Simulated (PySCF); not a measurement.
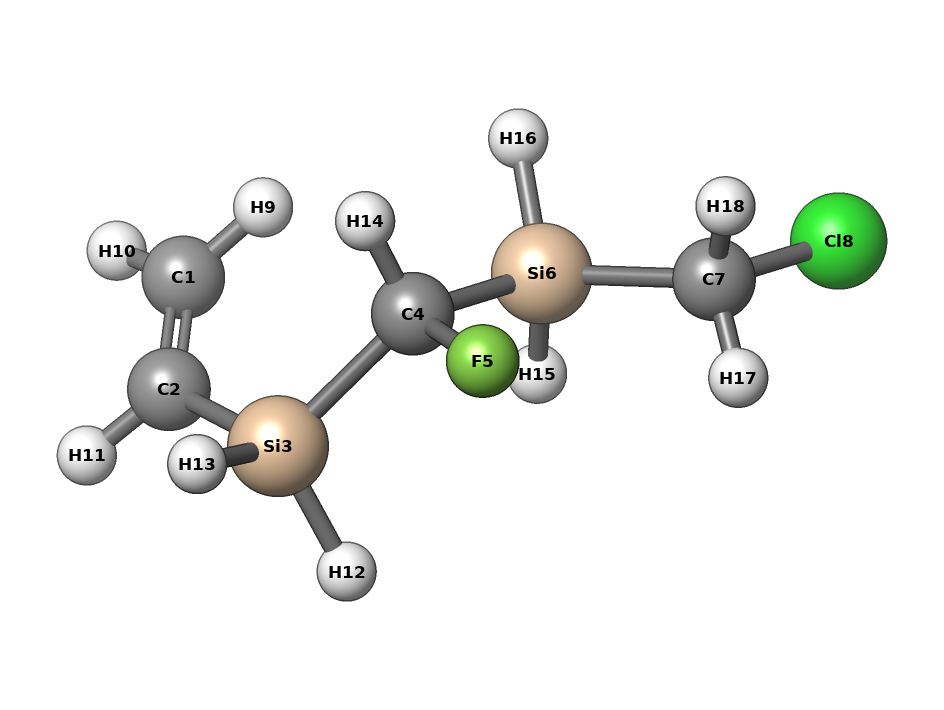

The geometry was computed by an optimisation with GFN2-xTB. No frequency run is at hand to confirm it as a minimum. Electric field gradients from the ground-state density, PBE0/pcSseg-1 (PySCF 2.14.0), non-relativistic apart from any core potentials.

Give the largest field-gradient component, the quadrupole coupling constant and the asymmetry for 35Cl at Cl8 (Q = −81.7 mb), 2H at H9 (Q = 2.86 mb), 2H at H10 (Q = 2.86 mb).

```tsv
atom	V_zz (a.u.)	e²qQ/h (MHz)	η
Cl8	4.050	−77.7	0.03
H9	0.333	0.224	0.06
H10	0.330	0.222	0.04
```

The geometry is semi-empirical. Around Si such bond lengths and angles can be off by a tenth of an ångström or more and by several degrees, and values that hang on the shape move with them.
